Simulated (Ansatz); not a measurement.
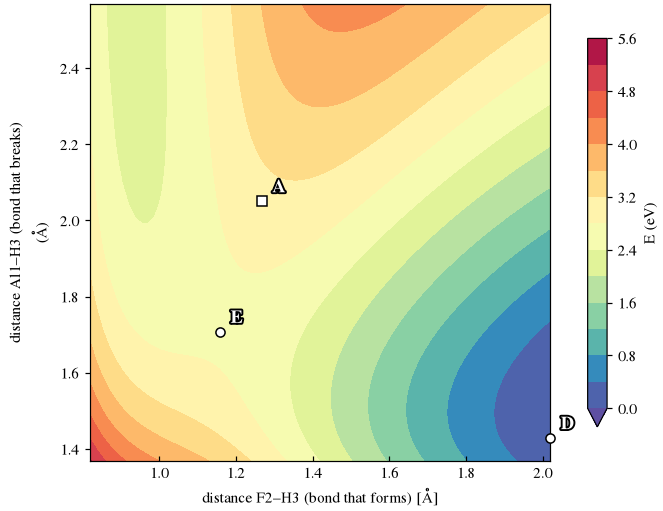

The reacting system AlFH2 (fragments AlFH₂ where the first distance is long, AlH + FH where the second is long). 
- The first coordinate is: distance F2–H3 (bond that forms); the second: distance Al1–H3 (bond that breaks).
- Relaxed at each point: all other coordinates.
- The grid has 12 × 12 points.
- Points are written as (first, second).
- All energies are given in eV relative to the lowest grid point.
- The reference is spin-restricted, so regions where a bond is pulled apart into radicals lie too high.
- The calculation used Ansatz, RKS CAM-B3LYP-D4/def2-TZVP.

In the figure: filled contours, lettered points. Between grid points the surface is interpolated.

### Is D the lowest point of the computed grid?

No. D lies 0.044 eV above the lowest grid point, which is at (2.019 Å, 1.510 Å).

### Rank the lettered points by energy, lowest first.

D (0.044 eV), E (2.73 eV), A (3.05 eV).
